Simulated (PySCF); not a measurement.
C6H13ClOSi

```xyz
22

C    -2.0467    1.9033    0.9732
C    -2.0113    0.7751    0.2828
Si   -1.1232   -0.7885    0.8298
C     0.0315   -1.3382   -0.6099
C     0.9491   -2.4797   -0.2280
Cl   -0.9895   -1.8714   -1.9868
C     0.8109   -0.1104   -1.0445
O     1.1320    0.5584    0.1542
C     1.6266    1.8584   -0.0320
H    -2.5664    2.7843    0.6260
H    -1.5532    1.9954    1.9266
H    -2.5305    0.7369   -0.6688
H    -0.3576   -0.6241    2.0610
H    -2.0983   -1.8802    0.9722
H     0.3740   -3.3288    0.1336
H     1.6098   -2.1401    0.5664
H     1.5532   -2.8037   -1.0756
H     0.1852    0.5345   -1.6777
H     1.7232   -0.3631   -1.6067
H     0.8961    2.4882   -0.5536
H     2.5603    1.8474   -0.6064
H     1.8145    2.2656    0.9592
```

Geometry: GFN2-xTB.

The calculation used PBE0/pcSseg-1, SCF density, gas phase, non-relativistic (PySCF 2.14.0).

What can the converged electron density and electron localisation function tell about the bonding?

Answer. C–C (1.32 Å): ρ at the midpoint is about 2.3 e/Å³; the ELF peaks at about 0.90 between the atoms (a multiple bond).
C–Si (1.88 Å): ρ is about 0.94 e/Å³ halfway; the ELF peaks at about 0.95 between the atoms: a shared electron pair.
C–H (1.08 Å): the density is about 2 e/Å³ at the midpoint; the ELF climbs to about 1 towards the hydrogen, as it does in any bond to H; an ordinary covalent bond to hydrogen.

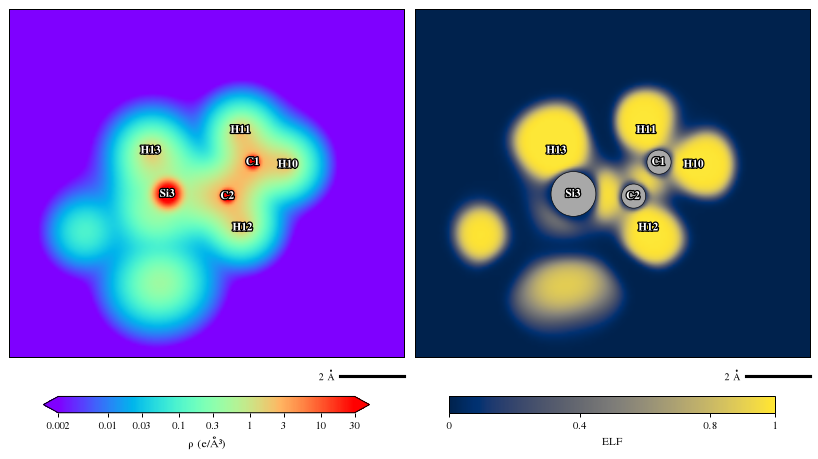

Computed electron density and electron localisation function on the plane of atoms Si3, C2 and H12, in this order. Grey discs cover the atomic cores in the ELF map. 
